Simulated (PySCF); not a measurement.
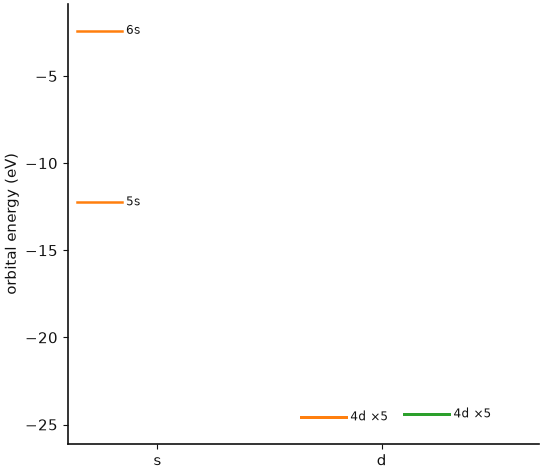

Figure 1. Orbital energies of the mean field, from the top down to −24.6 eV, by angular momentum, α spin at the left of each column and β at the right; ×n counts the orbitals under one label. Empty levels that the record names by l alone aren't drawn. The highest filled orbital is 6s α at −2.41 eV, the lowest empty one s β at −3.56 eV.

**Run report: Cd, atomic calculation**

Cd, configuration 1s2 2s2 2p6 3s2 3p6 3d10 4s2 4p6 4d10 5s1 6s1, multiplicity 3. Computed at this level: unrestricted HF, aug-cc-pVTZ-PP with ECP28, scalar-relativistic core potential (PySCF).

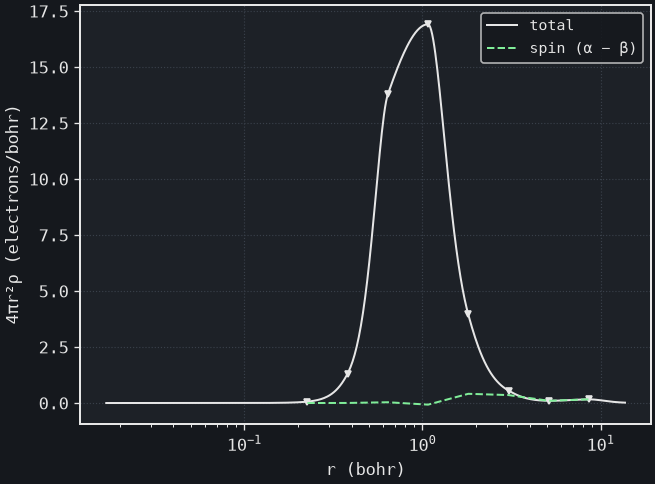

Figure 2. Spherically averaged radial density 4πr²ρ of the mean field (valence electrons alone, under a core potential) and its spin part; markers are the stored points, which are sparse, and the line is a monotone interpolation between them. The largest stored value is 16.9 electrons/bohr at r = 1.1 bohr. Root-mean-square radii of the shells: 4s 0.947, 4p 1.04, 4d 1.37, 5s 2.99, 6s 8.83 bohr.

Input and output of the run follow.

### The input
```python
from pyscf import gto, scf, dft, mp, cc
mol = gto.M(atom="Cd 0 0 0", charge=0, spin=2, symmetry="D2h",
            basis="aug-cc-pVTZ-PP",
            ecp="aug-cc-pVTZ-PP")
mf = scf.UHF(mol)
mf.irrep_nelec = {'Ag': (5, 3), 'B1g': (1, 1), 'B2g': (1, 1), 'B3g': (1, 1), 'B1u': (1, 1), 'B2u': (1, 1), 'B3u': (1, 1)}
mf.kernel()
```

The script is an equivalent of what the driver set up; the driver started from orbitals of its own, so the log can be shorter than this script's would be, and it computed the properties (radii, ⟨L²⟩, response) afterwards. It held the occupations shell by shell, which the script's counts by irreducible representation don't always enforce.

### The program's output (extracts)
```
damping factor = 0
level_shift factor = 0
DIIS = <class 'pyscf.scf.diis.CDIIS'>
diis_start_cycle = 1
diis_space = 10
diis_damp = 0
SCF conv_tol = 1e-09
SCF conv_tol_grad = None
number electrons alpha = 11  beta = 9
cycle= 1 E= -166.657256391465  delta_E= -3.37e-11  |g|= 2.49e-06  |ddm|= 1.39e-05
converged SCF energy = -166.657256391465  <S^2> = 2.0012616  2S+1 = 3.0008409
```

### Results in brief

| quantity | value |
| --- | --- |
| outcome | converged |
| total energy (valence electrons, under a core potential) | −166.657256 hartree |
| ⟨S²⟩ | 2.001 |
| SCF iterations | 1 |
| hardware | 1 CPU thread, shared host |
| CPU time | 0.58 s (integrals apart) |

### Remarks

This is not the ground configuration of the species.
